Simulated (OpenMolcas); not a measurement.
Relativistic diatomic calculation: SSi (part 2 of 2)

Continued. System: SSi. Method: SA-CASSCF(8,7)/XMS-CASPT2 + RASSI spin-orbit (X2C scalar, AMFI), ANO-RCC-VTZP (OpenMolcas).

**Output (extracts), continued**
```
++ Dipole transition strengths (spin-free states):
     for osc. strength at least  1.00000000E-05
      From   To        Osc. strength     Einstein coefficients Ax, Ay, Az (sec-1)    Total A (sec-1)
         1   11       2.28534048E-02  1.68098768E+07  3.68099576E+06  0.00000000E+00  2.04908726E+07
         1   12       2.28534034E-02  3.68099619E+06  1.68098751E+07  0.00000000E+00  2.04908713E+07
         9    5       4.27249946E-04  1.85625418E+01  8.68123382E+02  0.00000000E+00  8.86685924E+02
         9    6       8.27449772E-04  1.35981967E+04  1.10906218E+03  0.00000000E+00  1.47072589E+04
         9    7       8.28776692E-04  1.11439787E+03  1.36636689E+04  0.00000000E+00  1.47780668E+04
         9    8       7.30952084E-04  2.90495658E+04  6.21509071E+02  0.00000000E+00  2.96710749E+04
        10    5       4.27249731E-04  8.68122593E+02  1.85625292E+01  0.00000000E+00  8.86685122E+02
        10    6       8.27449697E-04  1.10906177E+03  1.35981937E+04  0.00000000E+00  1.47072555E+04
        10    7       8.28776454E-04  1.36636630E+04  1.11439748E+03  0.00000000E+00  1.47780605E+04
        10    8       7.30952090E-04  6.21508979E+02  2.90495635E+04  0.00000000E+00  2.96710725E+04
         2   11       2.04768755E-04  3.88022993E+01  1.77397426E+02  0.00000000E+00  2.16199725E+02
         2   12       2.04768751E-04  1.77397448E+02  3.88022733E+01  0.00000000E+00  2.16199721E+02
         3   11       9.50674368E-05  5.03419328E+01  3.60161718E+00  0.00000000E+00  5.39435500E+01
         3   12       9.50674445E-05  3.60161104E+00  5.03419433E+01  0.00000000E+00  5.39435543E+01
         4   11       9.22420712E-05  3.28994426E+00  4.59855657E+01  0.00000000E+00  4.92755099E+01
         4   12       9.22420696E-05  4.59855645E+01  3.28994450E+00  0.00000000E+00  4.92755090E+01
 Electric-quadrupole - electric-quadrupole not included
 Electric-dipole - electric-octupole not included
 Electric-dipole - magnetic-quadrupole not included
   Eigenvalues of complex Hamiltonian:
  (Shifted by EMIN (a.u.) =       -688.4835358578)
 SO State       Relative EMIN(au)   Rel lowest level(eV)    D:o, cm**(-1)      Omega
     1            -0.0000073753        0.0000000000              0.0000         0.0
     2             0.1276584900        3.4739651721          28019.4187         0.0
     3             0.1276820678        3.4746067575          28024.5935         0.0
     4             0.1281333880        3.4868878046          28123.6468         1.0
     5             0.1281333896        3.4868878485          28123.6471         1.0
     6             0.1286205883        3.5001451996          28230.5749         2.0
     7             0.1286205954        3.5001453953          28230.5765         2.0
     8             0.1361519520        3.7050840468          29883.5182         1.0
     9             0.1361519520        3.7050840468          29883.5182         1.0
    10             0.1362047878        3.7065217828          29895.1143         0.0
    11             0.1513596568        4.1189067775          33221.2236         3.0
    12             0.1513596568        4.1189067775          33221.2236         3.0
    13             0.1515709762        4.1246570703          33267.6028         2.0
    14             0.1516075578        4.1256525052          33275.6316         2.0
    15             0.1520160780        4.1367689079          33365.2914         1.0
    16             0.1520160780        4.1367689079          33365.2914         1.0
    17             0.1613254739        4.3900904744          35408.4676         0.0
    18             0.1629598778        4.4345648701          35767.1778         2.0
    19             0.1630833622        4.4379250528          35794.2795         2.0
    20             0.1637022851        4.4547668032          35930.1174         0.0
    21             0.1637098758        4.4549733571          35931.7834         1.0
    22             0.1637098758        4.4549733571          35931.7834         1.0
    23             0.1671060023        4.5473866662          36677.1470         1.0
    24             0.1671060023        4.5473866663          36677.1470         1.0
    25             0.2358380135        6.4176799714          51762.0798         3.0
    26             0.2358380135        6.4176799714          51762.0798         3.0
    27             0.2362154146        6.4279495773          51844.9097         2.0
    28             0.2362154150        6.4279495894          51844.9098         2.0
    29             0.2365928134        6.4382191213          51927.7392         1.0
    30             0.2365928145        6.4382191506          51927.7394         1.0
    31             0.2369700943        6.4484854580          52010.5428         0.0
    32             0.2369703611        6.4484927189          52010.6014         0.0
    33             0.2373476731        6.4587599017          52093.4118         1.0
    34             0.2373476731        6.4587599017          52093.4118         1.0
 Weights of the five most important spin-orbit-free states for each spin-orbit state.
 SO State  Total energy (au)           Spin-free states, spin, and weights
    1        -0.000007       1 0.0  0.9999    9 1.0  0.0000   10 1.0  0.0000    8 1.0  0.0000   13 2.0  0.0000
    2         0.127658       9 1.0  0.4989   10 1.0  0.4989    5 1.0  0.0022    2 0.0  0.0001   13 2.0  0.0000
    3         0.127682       9 1.0  0.4999   10 1.0  0.4999    8 1.0  0.0001    1 0.0  0.0000   13 2.0  0.0000
    4         0.128133       9 1.0  0.9985    5 1.0  0.0011    6 1.0  0.0001    7 1.0  0.0001   11 0.0  0.0001
    5         0.128133      10 1.0  0.9985    5 1.0  0.0011    6 1.0  0.0001    7 1.0  0.0001   12 0.0  0.0001
    6         0.128621      10 1.0  0.4999    9 1.0  0.4999    6 1.0  0.0001    7 1.0  0.0001    3 0.0  0.0001
    7         0.128621      10 1.0  0.4999    9 1.0  0.4999    7 1.0  0.0001    6 1.0  0.0001    4 0.0  0.0001
    8         0.136152       5 1.0  0.9972    8 1.0  0.0016    9 1.0  0.0006   10 1.0  0.0006   11 0.0  0.0001
    9         0.136152       5 1.0  0.9972    8 1.0  0.0016   10 1.0  0.0006    9 1.0  0.0006   12 0.0  0.0001
   10         0.136205       5 1.0  0.9977   10 1.0  0.0011    9 1.0  0.0011    2 0.0  0.0002   13 2.0  0.0000
   11         0.151360       6 1.0  0.5286    7 1.0  0.4713   14 2.0  0.0000   13 2.0  0.0000   12 0.0  0.0000
   12         0.151360       6 1.0  0.5286    7 1.0  0.4713   13 2.0  0.0000   14 2.0  0.0000   11 0.0  0.0000
   13         0.151571       6 1.0  0.9903    4 0.0  0.0075    3 0.0  0.0019    7 1.0  0.0002    9 1.0  0.0001
   14         0.151608       7 1.0  0.9901    3 0.0  0.0077    4 0.0  0.0019    6 1.0  0.0002    9 1.0  0.0001
   15         0.152016       7 1.0  0.5281    6 1.0  0.4708   11 0.0  0.0005   12 0.0  0.0005    9 1.0  0.0001
   16         0.152016       7 1.0  0.5281    6 1.0  0.4708   12 0.0  0.0005   11 0.0  0.0005   10 1.0  0.0001
   17         0.161325       2 0.0  0.9998    5 1.0  0.0002    9 1.0  0.0000   10 1.0  0.0000    8 1.0  0.0000
   18         0.162960       3 0.0  0.9904    7 1.0  0.0078    6 1.0  0.0018   10 1.0  0.0000    9 1.0  0.0000
   19         0.163083       4 0.0  0.9906    6 1.0  0.0075    7 1.0  0.0018    9 1.0  0.0000   10 1.0  0.0000
   20         0.163702       8 1.0  0.9999    9 1.0  0.0000   10 1.0  0.0000    1 0.0  0.0000   13 2.0  0.0000
   21         0.163710       8 1.0  0.9888   12 0.0  0.0080   11 0.0  0.0016    5 1.0  0.0015   10 1.0  0.0000
   22         0.163710       8 1.0  0.9888   11 0.0  0.0080   12 0.0  0.0016    5 1.0  0.0015    9 1.0  0.0000
   23         0.167106      12 0.0  0.7896   11 0.0  0.1996    8 1.0  0.0095    7 1.0  0.0005    6 1.0  0.0004
   24         0.167106      11 0.0  0.7896   12 0.0  0.1996    8 1.0  0.0095    7 1.0  0.0005    6 1.0  0.0004
   25         0.235838      13 2.0  0.5000   14 2.0  0.5000    7 1.0  0.0000    6 1.0  0.0000   11 0.0  0.0000
   26         0.235838      13 2.0  0.5000   14 2.0  0.5000    7 1.0  0.0000    6 1.0  0.0000   11 0.0  0.0000
   27         0.236215      13 2.0  0.5000   14 2.0  0.5000    6 1.0  0.0000    9 1.0  0.0000   10 1.0  0.0000
   28         0.236215      13 2.0  0.5000   14 2.0  0.5000    7 1.0  0.0000    9 1.0  0.0000   10 1.0  0.0000
   29         0.236593      13 2.0  1.0000    9 1.0  0.0000    8 1.0  0.0000    7 1.0  0.0000    6 1.0  0.0000
   30         0.236593      14 2.0  1.0000   10 1.0  0.0000    8 1.0  0.0000    7 1.0  0.0000    6 1.0  0.0000
   31         0.236970      14 2.0  0.5000   13 2.0  0.5000    5 1.0  0.0000   10 1.0  0.0000    9 1.0  0.0000
   32         0.236970      14 2.0  0.5000   13 2.0  0.5000    8 1.0  0.0000   10 1.0  0.0000    9 1.0  0.0000
   33         0.237348      14 2.0  0.5000   13 2.0  0.5000    8 1.0  0.0000    5 1.0  0.0000   11 0.0  0.0000
   34         0.237348      14 2.0  0.5000   13 2.0  0.5000    8 1.0  0.0000    5 1.0  0.0000   11 0.0  0.0000
++ Dipole transition strengths (SO states):
        for osc. strength at least   1.00000000E-05
      From   To        Osc. strength     Einstein coefficients Ax, Ay, Az (sec-1)    Total A (sec-1)
         1   15       2.33578721E-05  8.67232407E+03  8.67231822E+03  0.00000000E+00  1.73446423E+04
         1   16       2.33578721E-05  8.67231893E+03  8.67232335E+03  0.00000000E+00  1.73446423E+04
         1   21       2.08157632E-04  4.19120345E+01  1.79221686E+05  0.00000000E+00  1.79263598E+05
         1   22       2.08157663E-04  1.79221713E+05  4.19120150E+01  0.00000000E+00  1.79263625E+05
         1   23       2.26150097E-02  1.61507842E+04  2.02760941E+07  0.00000000E+00  2.02922449E+07
         1   24       2.26150121E-02  2.02760963E+07  1.61507853E+04  0.00000000E+00  2.02922471E+07
         2    8       2.36435000E-04  2.74006682E+02  2.74007936E+02  0.00000000E+00  5.48014618E+02
         2    9       2.36435000E-04  2.74007019E+02  2.74007599E+02  0.00000000E+00  5.48014618E+02
         2   10       1.68212480E-05  0.00000000E+00  0.00000000E+00  3.94752730E+01  3.94752730E+01
         2   15       8.56664424E-04  8.16507186E+03  8.16507822E+03  0.00000000E+00  1.63301501E+04
         2   16       8.56664424E-04  8.16507669E+03  8.16507338E+03  0.00000000E+00  1.63301501E+04
         2   21       3.15155171E-04  1.31576632E+04  3.04465951E+00  0.00000000E+00  1.31607079E+04
         2   22       3.15154037E-04  3.04488966E+00  1.31576156E+04  0.00000000E+00  1.31606605E+04
         3    8       2.36072650E-04  2.72070233E+02  2.72070828E+02  0.00000000E+00  5.44141061E+02
         3    9       2.36072650E-04  2.72069898E+02  2.72071163E+02  0.00000000E+00  5.44141061E+02
         3   15       8.51433951E-04  8.09952054E+03  8.09951724E+03  0.00000000E+00  1.61990378E+04
         3   16       8.51433951E-04  8.09951574E+03  8.09952204E+03  0.00000000E+00  1.61990378E+04
         3   21       3.29167279E-04  3.17719304E+00  1.37246948E+04  0.00000000E+00  1.37278720E+04
         3   22       3.29168465E-04  1.37247445E+04  3.17695244E+00  0.00000000E+00  1.37279214E+04
         4   10       4.28646264E-04  1.87719251E+01  8.78466053E+02  0.00000000E+00  8.97237978E+02
         4   13       8.17499391E-04  1.34340136E+04  9.94585300E+02  0.00000000E+00  1.44285989E+04
         4   14       8.18635842E-04  9.98517919E+02  1.34952773E+04  0.00000000E+00  1.44937952E+04
         4   20       7.29942644E-04  2.90504131E+04  6.21149476E+02  0.00000000E+00  2.96715626E+04
         5   10       4.28646049E-04  8.78465257E+02  1.87719124E+01  0.00000000E+00  8.97237169E+02
         5   13       8.17499317E-04  9.94584930E+02  1.34340107E+04  0.00000000E+00  1.44285956E+04
         5   14       8.18635607E-04  1.34952715E+04  9.98517559E+02  0.00000000E+00  1.44937891E+04
         5   20       7.29942653E-04  6.21149381E+02  2.90504109E+04  0.00000000E+00  2.96715603E+04
         6    8       1.89945374E-04  1.73084322E+02  1.73083621E+02  0.00000000E+00  3.46167943E+02
         6    9       1.89945365E-04  1.73084157E+02  1.73083771E+02  0.00000000E+00  3.46167927E+02
         6   11       7.99081649E-04  1.01187882E+04  3.15660465E+03  0.00000000E+00  1.32753929E+04
         6   12       7.99081673E-04  3.15660365E+03  1.01187896E+04  0.00000000E+00  1.32753933E+04
         6   21       4.01458948E-04  8.33066137E+02  1.50487852E+04  0.00000000E+00  1.58818514E+04
         6   22       4.01458022E-04  1.50487432E+04  8.33071525E+02  0.00000000E+00  1.58818147E+04
         7    8       1.89945540E-04  1.73083980E+02  1.73083605E+02  0.00000000E+00  3.46167584E+02
         7    9       1.89945548E-04  1.73084145E+02  1.73083455E+02  0.00000000E+00  3.46167600E
```

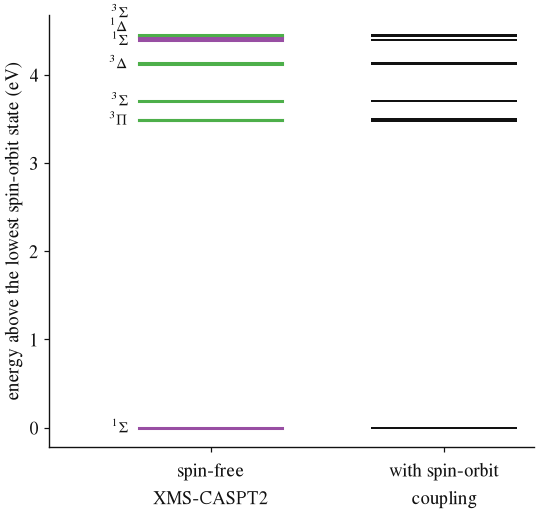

**Figure 2.** States up to 4.5 eV at 1.953 Å, without spin-orbit coupling (left, a colour for each spin multiplicity) and with it (right, where close levels merge). The spin-free states run ¹Σ (0.00 eV), ³Π (3.49 eV), ³Σ (3.71 eV), ³Δ (4.13 eV), ¹Σ (4.39 eV), ¹Δ (4.43 eV) from the lowest. The lowest spin-orbit levels have |Ω| = 0 (0 cm⁻¹), 0 (28,019 cm⁻¹), 0 (28,025 cm⁻¹), 1 (28,124 cm⁻¹), 2 (28,231 cm⁻¹).

**Summary**

```
               quantity                                                             value
                outcome  converged; components of a degenerate state are split by 27 cm⁻¹
 lowest spin-free state                                                                ¹Σ
lowest spin-orbit level                                         Ω = 0, −688.48354 hartree
             next level                                                Ω = 0, 28,019 cm⁻¹
               hardware                                         1 CPU thread, shared host
              wall time                                                              28 s
```

**Notes**

Limits: the two components of ¹Δ at 4.43 eV, degenerate in CASSCF as they must be, are split by 27 cm⁻¹ in XMS-CASPT2, an artefact that passes into its spin-orbit levels.
